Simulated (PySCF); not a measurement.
# C3H3ClN+ (SMILES C[c+]1nc1Cl): PBE/STO-3G

Wanted: a geometry optimisation of C3H3ClN+. The job is set up through a Python script.

Program for the calculation: PySCF 2.14.0.

2 further runs of the same task are left out: 2 set aside as unsound or not needed.

## (1) Starting point

C3H3ClN+: 8 atoms, total charge +1, spin state singlet. As SMILES, `C[c+]1nc1Cl`. The shape is that of a GFN2-xTB optimisation. The run starts from this shape.

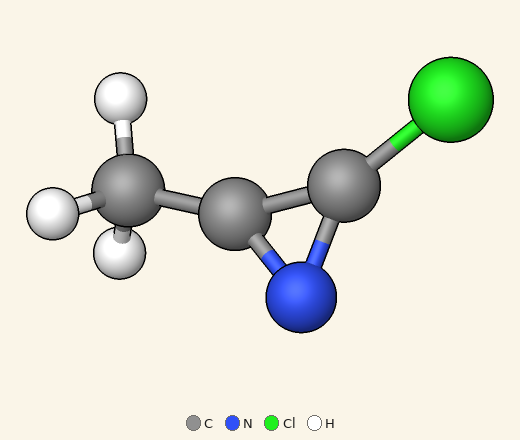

The structure, seen from a chosen angle (carbon grey, nitrogen blue, chlorine green, hydrogen white).

## (2) A geometry optimisation at PBE/STO-3G

Contents of calc.py:

```python
from pyscf import gto, dft
from pyscf.geomopt.geometric_solver import kernel as optimise

mol = gto.Mole()
mol.atom = '''
C       -0.644300      -0.730100       0.642000
C        0.310650       0.052230      -0.051310
N        1.618920       0.293500      -0.243570
C        0.742990       1.045730      -0.933890
Cl       0.560350       2.227350      -2.000480
H       -0.507840      -0.579460       1.722780
H       -0.408370      -1.794750       0.508920
H       -1.672400      -0.514500       0.355550
'''
mol.verbose = 3
mol.basis = 'sto-3g'
mol.charge = 1
mol.max_memory = 1860
mol.spin = 0
mol.build()

myscf = dft.RKS(mol)
myscf.xc = 'pbe'
myscf.grids.level = 4
myscf.conv_tol = 1e-10
converged, mol_eq = optimise(myscf, maxsteps=60, convergence_set='GAU_TIGHT')
print('converged:', converged)
print(mol_eq.tostring())

myscf.reset(mol_eq)
mol = mol_eq
myscf.kernel()
if not myscf.converged:
    myscf = myscf.newton().run(myscf.mo_coeff, myscf.mo_occ)
energy = myscf.e_tot
print(f'total energy: {energy:.8f} hartree')
```

Launch:

```bash
OMP_NUM_THREADS=1 python calc.py
```

Standard output:

```text
convergence_set           GAU_TIGHT
maxiter                   60
----------------------------------------------------------
Custom engine selected.
Bonds will be generated from interatomic distances less than 1.20 times sum of covalent radii
24 internal coordinates being used (instead of 24 Cartesians)
Internal coordinate system (atoms numbered from 1):
Distance 1-2
Distance 1-6
Distance 1-7
Distance 1-8
Distance 2-3
Distance 2-4
Distance 3-4
Distance 4-5
Angle 2-1-6
Angle 2-1-7
Angle 2-1-8
Angle 6-1-7
Angle 6-1-8
Angle 7-1-8
Angle 1-2-3
Angle 1-2-4
Angle 2-3-4
Angle 2-4-5
Angle 3-4-5
Out-of-Plane 2-3-4-1
Out-of-Plane 4-2-3-5
Dihedral 6-1-2-3
Dihedral 6-1-2-4
Dihedral 7-1-2-3
Dihedral 7-1-2-4
Dihedral 8-1-2-3
Dihedral 8-1-2-4
Dihedral 1-2-3-4
Dihedral 1-2-4-3
Dihedral 1-2-4-5
Dihedral 3-2-4-5
Dihedral 2-3-4-5
Translation-X 1-8
Translation-Y 1-8
Translation-Z 1-8
Rotation-A 1-8
Rotation-B 1-8
Rotation-C 1-8
> ===== Optimization Info: ====
> Job type: Energy minimization
> Maximum number of optimization cycles: 60
> Initial / maximum trust radius (Angstrom): 0.100 / 0.300
> Convergence Criteria:
> Will converge when all 5 criteria are reached:
>  |Delta-E| < 1.00e-06
>  RMS-Grad  < 1.00e-05
>  Max-Grad  < 1.50e-05
>  RMS-Disp  < 4.00e-05
>  Max-Disp  < 6.00e-05
> === End Optimization Info ===

[... 9 lines left out ...]
WARN: Mole.unit (angstrom) is changed to Bohr
[... 22 lines left out ...]
converged SCF energy = -623.169433380485
[... 62 lines left out ...]
converged SCF energy = -623.170473677263
[... 62 lines left out ...]
converged SCF energy = -623.170476854171
[... 62 lines left out ...]
converged SCF energy = -623.170477374749
[... 62 lines left out ...]
converged SCF energy = -623.170480599078
[... 63 lines left out ...]
converged SCF energy = -623.170470168519
[... 63 lines left out ...]
converged SCF energy = -623.170532658355
[... 62 lines left out ...]
converged SCF energy = -623.17055467139
[... 62 lines left out ...]
converged SCF energy = -623.170559887343
[... 62 lines left out ...]
converged SCF energy = -623.170574784548
[... 62 lines left out ...]
converged SCF energy = -623.17062695032
[... 62 lines left out ...]
converged SCF energy = -623.170634550688
[... 62 lines left out ...]
converged SCF energy = -623.170634658755
[... 62 lines left out ...]
converged SCF energy = -623.17063465867
[... 13 lines left out ...]
Geometry optimization cycle 42
Cartesian coordinates (Angstrom)
 Atom        New coordinates             dX        dY        dZ
   C  -0.673097  -0.781518   0.752053   -0.000010  0.000002 -0.000002
   C   0.193507   0.110205  -0.068125   -0.000009  0.000012  0.000006
   N   1.494266   0.182714  -0.747852   -0.000001  0.000002  0.000008
[... 4 lines of this table left out ...]
   H  -1.646177  -0.922220   0.214846   -0.000013  0.000010  0.000007
converged SCF energy = -623.170634659295
--------------- RKS_Scanner gradients ---------------
         x                y                z
0 C    -0.0000012791     0.0000101990     0.0000070752
1 C     0.0000018025    -0.0000054239    -0.0000007873
2 N    -0.0000007723     0.0000013953     0.0000011767
[... 4 lines of this table left out ...]
7 H     0.0000011317    -0.0000038424    -0.0000021182
----------------------------------------------
cycle 42: E = -623.170634659  dE = -6.25846e-10  norm(grad) = 1.70339e-05
Step   41 : Displace = 1.515e-05/2.789e-05 (rms/max) Trust = 1.443e-05 (-) Grad = 5.968e-06/1.318e-05 (rms/max) E (change) = -623.1706346593 (-6.258e-10) Quality = 0.780
Hessian Eigenvalues: 1.01379e-04 9.15508e-04 3.49579e-03 ... 3.56308e-01 4.00034e-01 5.00656e-01
Converged! =D

converged: True
C          -0.67309748       -0.78151795        0.75205294
C           0.19350717        0.11020534       -0.06812549
N           1.49426579        0.18271446       -0.74785194
[... 4 lines of this table left out ...]
H          -1.64617726       -0.92221959        0.21484570
converged SCF energy = -623.170634659299
total energy: -623.17063466 hartree
```

Run time: 3.3 min. Hardware: 1 thread of Arm Neoverse V2, shared host; peak memory 0.4 GiB.

The path in brief:

| step | energy from the first frame kept (eV) | largest force (eV/Å) |
| --- | --- | --- |
| 0 | 0.0000 | 9.6053 |
| 2 | -0.9644 | 0.2789 |
| 4 | -0.9662 | 0.0243 |
| 6 | -0.9663 | 0.0063 |
| 8 | -0.9663 | 0.0061 |
| 10 | -0.9663 | 0.0106 |
| 12 | -0.9664 | 0.0273 |
| 14 | -0.9666 | 0.0821 |
| 16 | -0.9661 | 0.3083 |
| 18 | -0.9675 | 0.1101 |
| 20 | -0.9681 | 0.0669 |
| 22 | -0.9684 | 0.0166 |
| 24 | -0.9685 | 0.0213 |
| 26 | -0.9686 | 0.0248 |
| 28 | -0.9690 | 0.0734 |
| 30 | -0.9699 | 0.1120 |
| 32 | -0.9706 | 0.0154 |
| 34 | -0.9706 | 0.0077 |
| 36 | -0.9706 | 0.0013 |
| 38 | -0.9706 | 0.0005 |
| 40 | -0.9706 | 0.0009 |
| 41 | -0.9706 | 0.0006 |

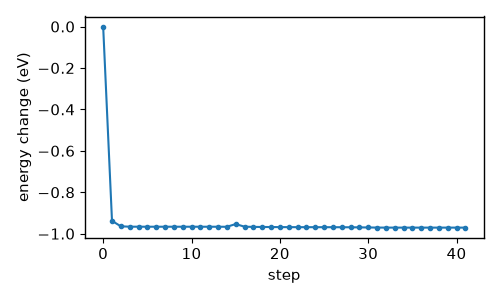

Energy along the run.

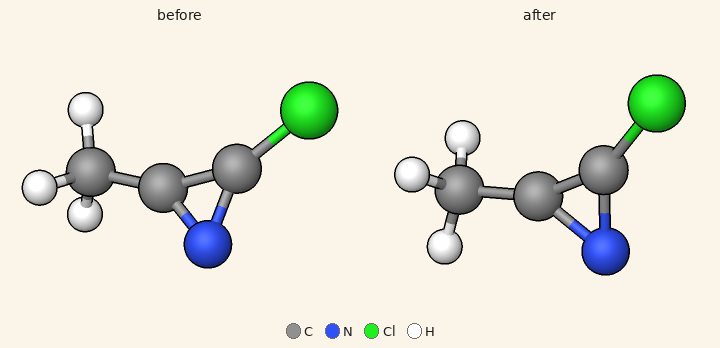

Before and after, at one scale.

After the run. Bond lengths: C1–C2 1.490 Å, C2–N3 1.469 Å, C2–C4 1.417 Å, N3–C4 1.454 Å, C4–Cl5 1.713 Å, C1–H6 1.120 Å, C1–H7 1.112 Å, C1–H8 1.120 Å. Some angles: C1–C2–N3 143.1°, C1–C2–C4 156.5°, N3–C2–C4 60.5°, C2–N3–C4 58.0°, C2–C4–N3 61.5°, C2–C4–Cl5 155.5°, N3–C4–Cl5 142.9°, C2–C1–H6 108.5°, C2–C1–H7 110.7°, C2–C1–H8 108.4°.

## (3) Outcome

At PBE/STO-3G:

```
               quantity          value
total energy at the end  -623.17063 Eh
            HOMO energy      -12.78 eV
            LUMO energy       -9.38 eV
          HOMO–LUMO gap        3.39 eV
```

**Reading.** At the final geometry: Bond lengths: C1–C2 1.490 Å, C2–N3 1.469 Å, C2–C4 1.417 Å, N3–C4 1.454 Å, C4–Cl5 1.713 Å, C1–H6 1.120 Å, C1–H7 1.112 Å, C1–H8 1.120 Å. Some angles: C1–C2–N3 143.1°, C1–C2–C4 156.5°, N3–C2–C4 60.5°, C2–N3–C4 58.0°, C2–C4–N3 61.5°, C2–C4–Cl5 155.5°, N3–C4–Cl5 142.9°, C2–C1–H6 108.5°, C2–C1–H7 110.7°, C2–C1–H8 108.4°. The optimisation took 41 steps and changed the energy by -0.971 eV.
